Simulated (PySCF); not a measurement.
N2O, SMILES `[N-]=[N+]=O`.

Method: PBE0/6-311+G**; geometry: GFN2-xTB; program: PySCF. No frequency check shows the geometry to be a minimum. The basis has diffuse s and p functions alone, which still leaves polarisabilities too small, most of all across bonds.

Coordinates in Å:

```
N1       1.1723    0.0000    0.0000
N2       0.0665    0.0000    0.0000
O3      -1.0839    0.0000    0.0000
```

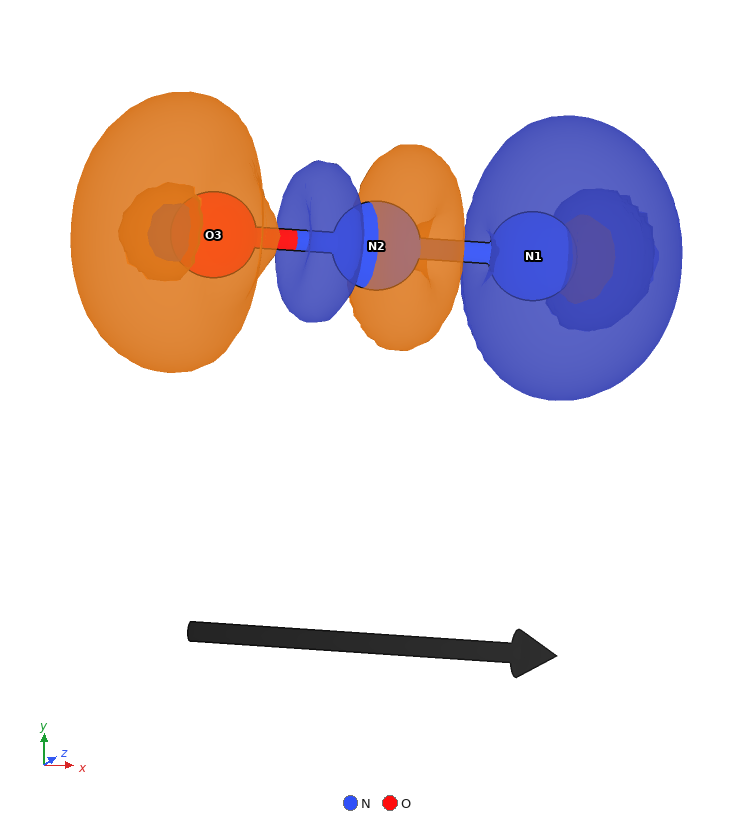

Change of the electron density in a uniform field of 0.26 V/Å along +x (arrow), surfaces at ±0.003 e/Å³ (orange: gain, blue: loss).

The field was applied in both directions; the picture shows the one opposite to the script's first.

Question: What dipole is induced, and what polarisability does it imply?

Answer: The induced dipole is 0.39 D (along the field); α along this axis, from the fields in both directions, is 31 bohr³ (4.6 Å³).

Run time: 6.4 s on 1 thread of Intel(R) Xeon(R) Platinum 8259CL CPU @ 2.50GHz (Skylake/Cascade Lake), with other jobs on the host, peak memory 0.24 GiB.
